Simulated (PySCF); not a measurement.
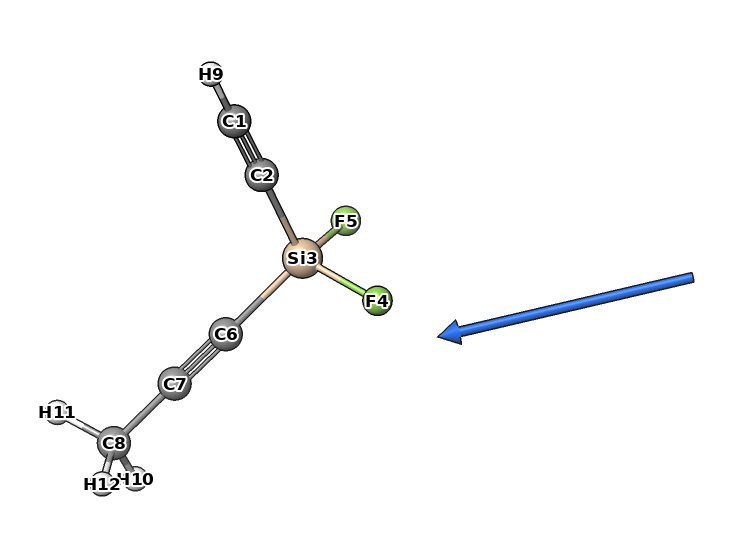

The arrow beside the molecule shows the direction of the dipole moment, from the negative to the positive end (its length means nothing). Computed geometry: GFN2-xTB optimisation. No frequency run is at hand to confirm it as a minimum. Properties computed with PBE0/pcSseg-1, gas phase (PySCF 2.14.0).

How large is the dipole moment?

Answer. 3.93 D; it points from the side of F4, F5 to the side of H11 (the outermost atoms at the two ends).

The geometry is semi-empirical. Around Si such bond lengths and angles can be off by a tenth of an ångström or more and by several degrees, and values that hang on the shape move with them.
